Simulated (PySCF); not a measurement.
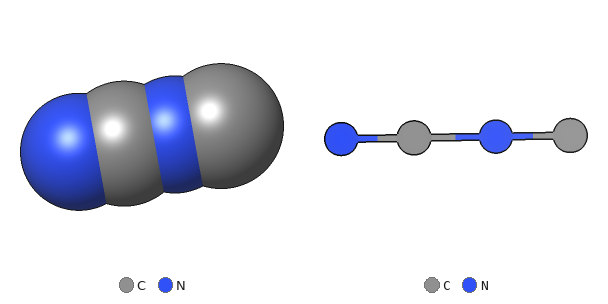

The same structure drawn twice, from different directions.

Computed geometry: PBE0-D3(BJ)/def2-SVP optimisation. No frequency run is at hand to confirm it as a minimum.

What does the picture show?

It has 4 atoms: 2 carbon and 2 nitrogen (C₂N₂). As SMILES it reads `[C-]#[N+]C#N`. Among its groups: nitrile. The point group is C∞v. All atoms lie on one line. Coordination: 1 N linear; 1 C linear.

More results for the same structure follow; atom numbers are the same in all pictures, views and colours differ.

### Geometry

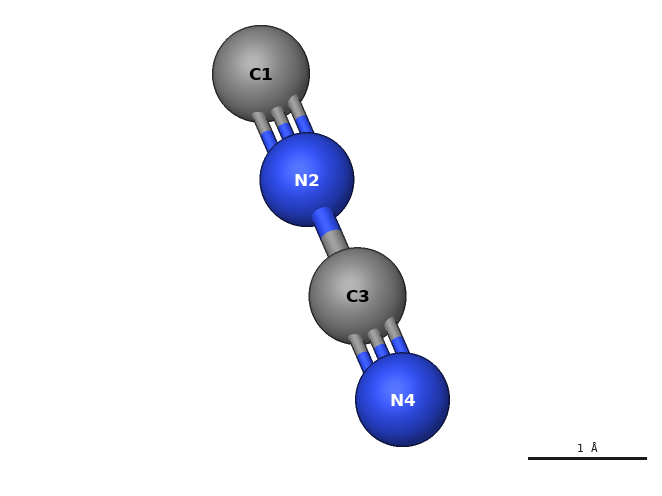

Numbered structure. No frequency run is at hand to confirm it as a minimum.

Give the bond lengths.

```csv
bond,length (Å),order
C1–N2,1.185,triple
N2–C3,1.306,single
C3–N4,1.160,triple
```

### Dipole moment

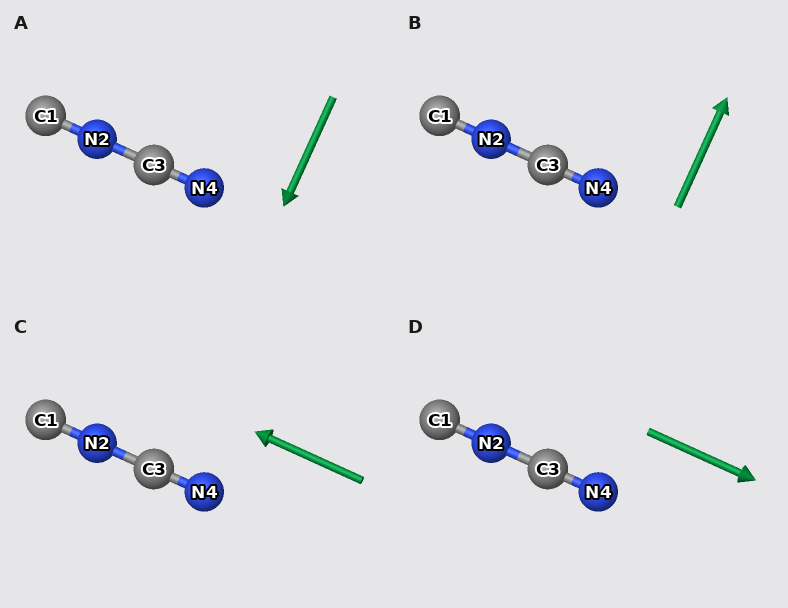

The same molecule four times, each with an arrow. No frequency run is at hand to confirm it as a minimum. Method: BHandHLYP/aug-pcX-1 (pcseg-1 on H), gas phase (PySCF 2.14.0).

**Which arrow points along the dipole moment, from the negative to the positive end?**

C. The dipole moment is 1.18 D; it points from the side of N4 to the side of C1 (the outermost atoms at the two ends).

### Charges

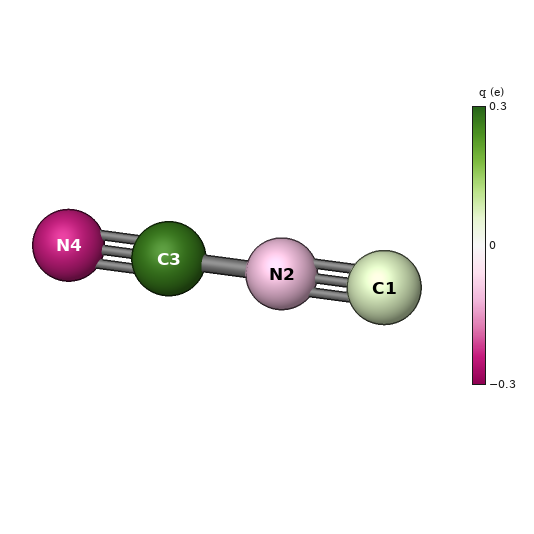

Atoms are coloured by their IAO charges. No frequency run is at hand to confirm it as a minimum. Level of theory: PBE0/pcSseg-1 in dichloromethane (IEF-PCM) (PySCF 2.14.0).

**Which atom carries the highest charge (most positive or least negative)?**

C3 (0.27 e).

**And the lowest?**

N4 (−0.24 e).

List the IAO charges.

```tsv
atom	value (e)
C1	0.07
N2	−0.10
C3	0.27
N4	−0.24
```

### NMR shielding

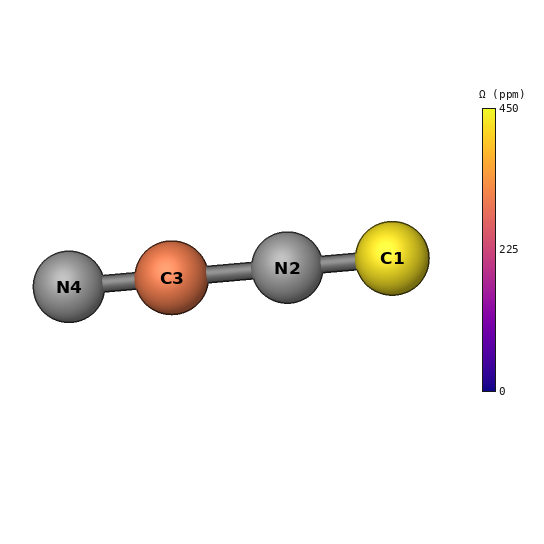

The C atoms are coloured by the span of their shielding tensor. No frequency run is at hand to confirm it as a minimum. Method: GIAO PBE0/pcSseg-1 NMR shielding, non-relativistic, IEF-PCM dichloromethane (PySCF 2.14.0). Principal shieldings σ11 ≤ σ22 ≤ σ33, span Ω = σ33 − σ11, skew κ = 3(σiso − σ22)/Ω.

**Which C atom has the most anisotropic shielding?**

C1, with a span of 426 ppm.

Give the shielding tensors of the C atoms.

| atom | σ11 | σ22 | σ33 | σiso | Ω | κ |
| --- | --- | --- | --- | --- | --- | --- |
| C1 | −152.0 | −152.0 | 274.2 | −10.0 | 426.3 | 1.00 |
| C3 | −20.0 | −20.0 | 287.0 | 82.3 | 307.0 | 1.00 |

Shieldings and span in ppm.
